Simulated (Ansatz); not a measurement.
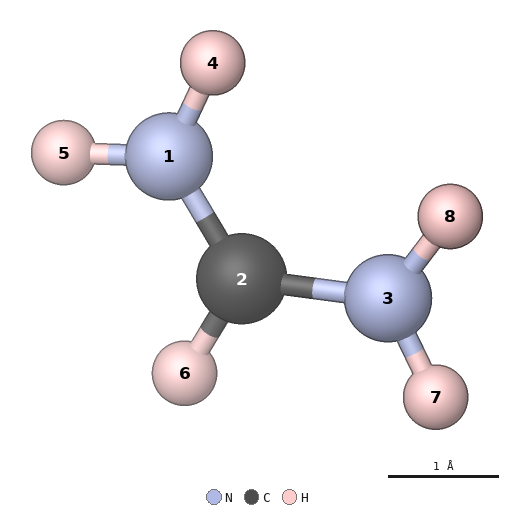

The picture comes from a calculation with Ansatz.

Orthographic view. Depth is shown by fading: the farther an atom, the more it takes the colour of the background. State: charge +1, singlet. Geometry: moved along internal coordinates away from the minimum.

Write the connection table.

N1: C2, H4, H5
C2: N1, N3, H6
N3: C2, H7, H8
H4: N1
H5: N1
H6: C2
H7: N3
H8: N3
